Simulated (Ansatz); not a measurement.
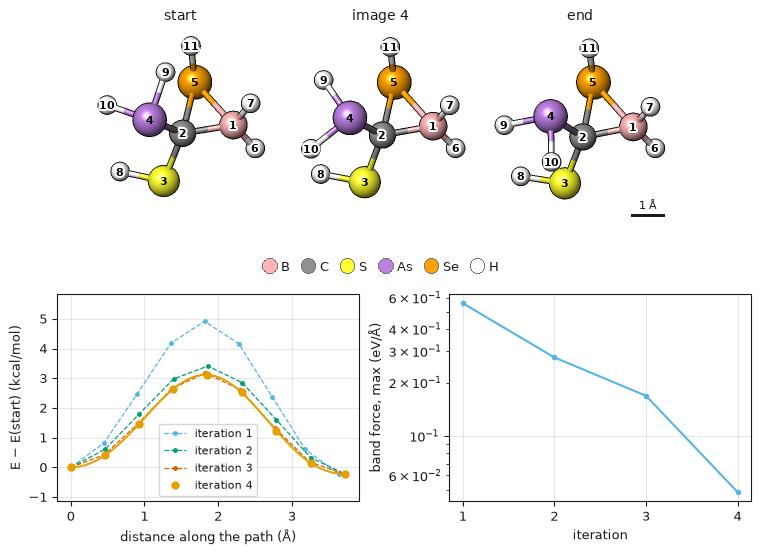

A nudged-elastic-band calculation for CH₆AsBSSe. Images are numbered from 0 (start) to 8 (end). The plot follows the band through its iterations. The picture is a ball-and-stick view, seen at a tilt.

These are results of RKS PBE-D4/def2-SVP (Ansatz), not measurements. Settings: 7 movable images; climbing image; force threshold 0.05 eV/Å; iteration limit 60; starting path by image-dependent pair potential.

**How did the profile develop, and is the result final?**

The result is final at these settings. The band converged in 4 iterations. The largest component of the band force went from 0.56 to 0.048 eV/Å. The climbing image converged on the top of the path. Its vibrational analysis gives one imaginary mode (180i cm⁻¹), as a transition state must have. The first iteration put the highest image at 4.92 kcal/mol. The highest point, image 4, lies 3.12 kcal/mol above the start and 3.34 kcal/mol above the end; the end is at −0.22 kcal/mol relative to the start.
